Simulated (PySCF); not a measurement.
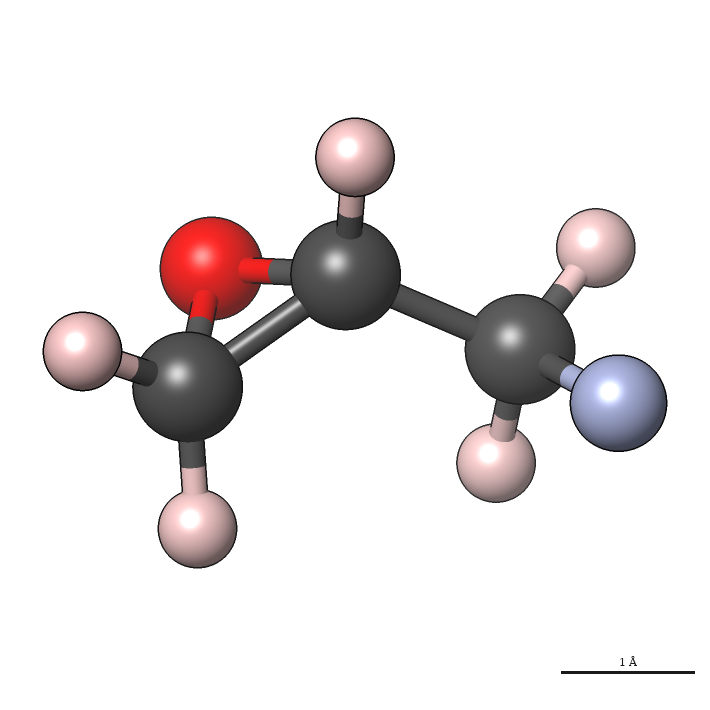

A ball-and-stick model of a molecule. Colours: fluorine light blue, carbon dark grey, oxygen red, hydrogen pink.

Description:

The molecule is C3H5FO. Its SMILES string is `FC[C@@H]1CO1`. Independent rings (smallest set): 1 of 3 members. Among its groups: ether, C–F bond. This geometry has C1 symmetry. Coordination, clear cases only: 1 C tetrahedral.

The parts below concern this one geometry. Atoms keep their numbers from picture to picture. The geometry was computed by an optimisation with PBE0-D3(BJ)/def2-SVP. No frequency run is at hand to confirm it as a minimum.

**Geometry**

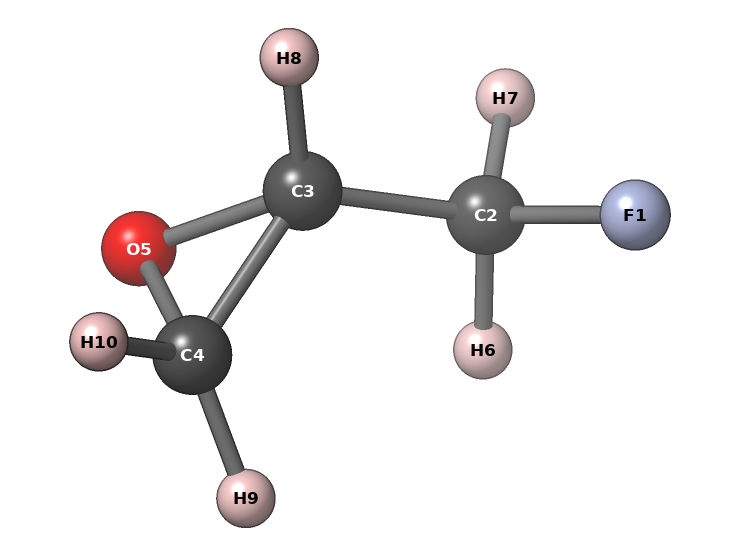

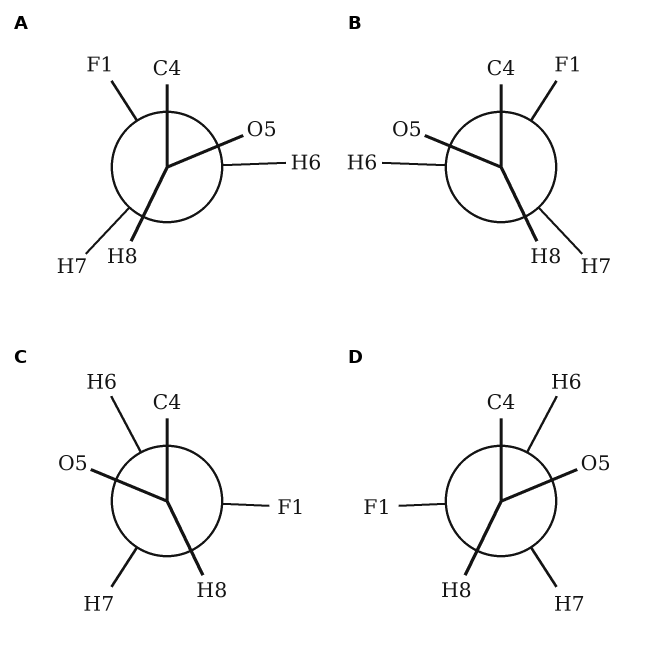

Distant atoms are faded towards the background colour. Bonds that would overlap in a projection are set slightly apart. No frequency run is at hand to confirm it as a minimum.

**Which Newman projection shows the view along C3–C2, with C3 in front?**

D. The torsion angle O5–C3–C2–F1 is −160°, antiperiplanar (anti).

**Dipole moment**

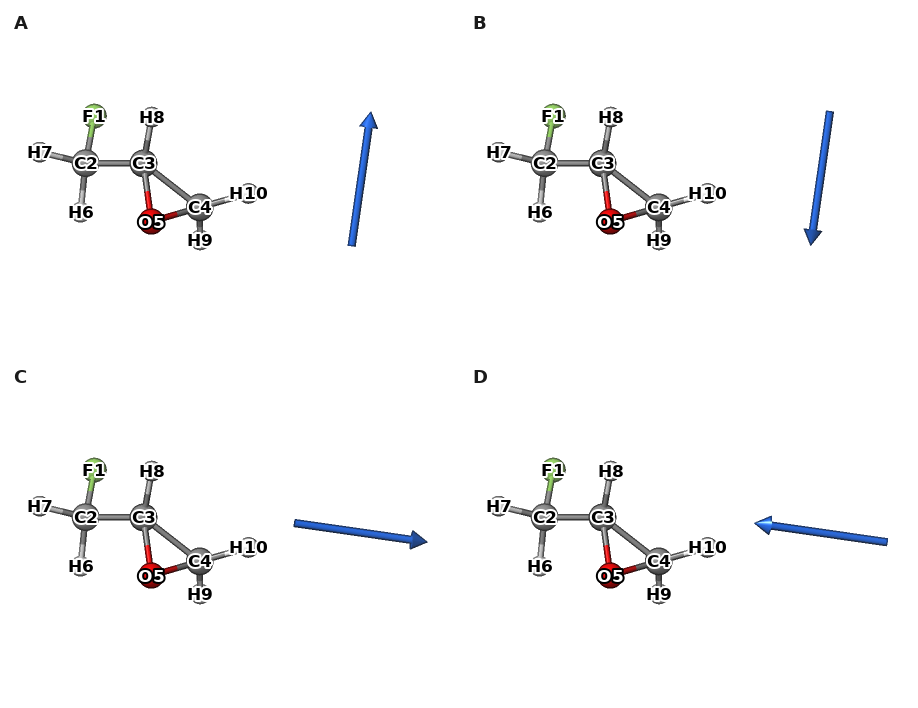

The same molecule four times, each with an arrow. No frequency run is at hand to confirm it as a minimum. Method: PBE0/cc-pVDZ, gas phase (PySCF 2.14.0).

**Which arrow points along the dipole moment, from the negative to the positive end?**

C. The dipole moment is 0.50 D; it points from the side of H7 to the side of H10 (the outermost atoms at the two ends).

**Ring current**

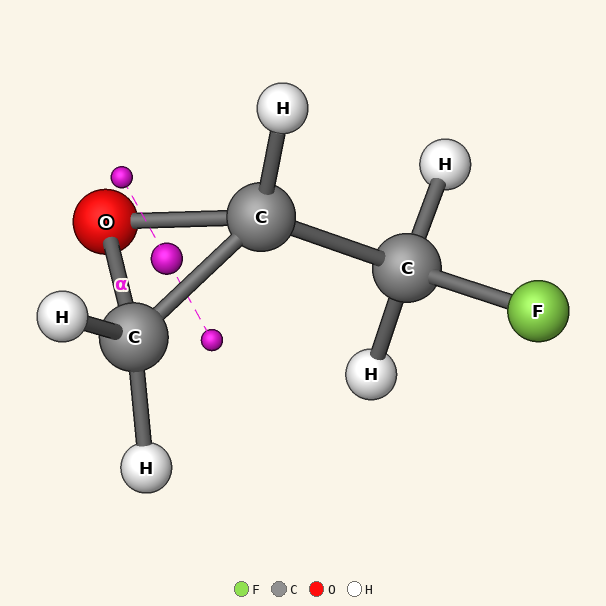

The small points mark where nucleus-independent chemical shifts (NICS) were computed: at the centre of each lettered ring and 1 Å above and below it. No frequency run is at hand to confirm it as a minimum. Method: GIAO BHandHLYP/pcSseg-2 NMR shielding, non-relativistic, gas phase (PySCF 2.14.0).

Give NICS(0), NICS(1) and the out-of-plane component NICS(1)zz for each ring (means of the two sides).

| ring | members | NICS(0) | NICS(1) | NICS(1)zz |
| --- | --- | --- | --- | --- |
| α | C2O | −47.4 | −6.4 | −22.5 |

Values in ppm.

**Charges**

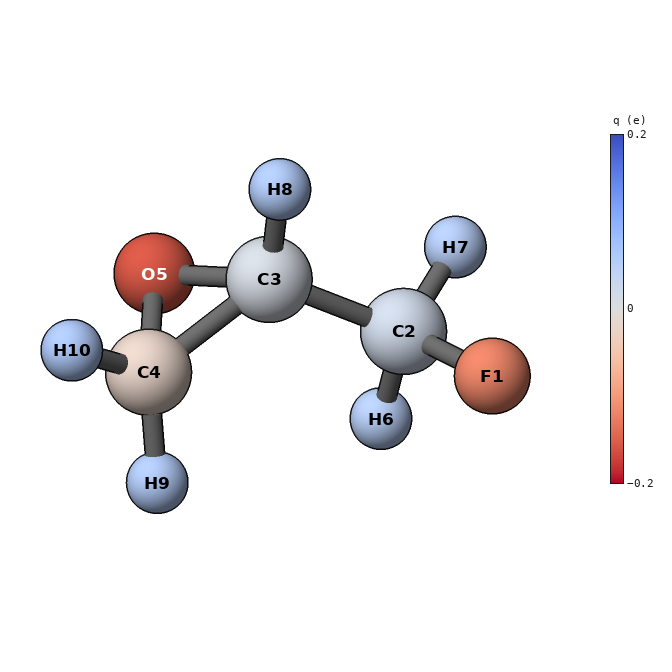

Atoms are coloured by their Hirshfeld charges. No frequency run is at hand to confirm it as a minimum. Method: PBE0/cc-pVTZ, gas phase (PySCF 2.14.0).

Give the Hirshfeld charges atom by atom.

| atom | value (e) |
| --- | --- |
| F1 | −0.12 |
| C2 | 0.02 |
| C3 | 0.01 |
| C4 | −0.02 |
| O5 | −0.15 |
| H6 | 0.05 |
| H7 | 0.05 |
| H8 | 0.05 |
| H9 | 0.05 |
| H10 | 0.06 |
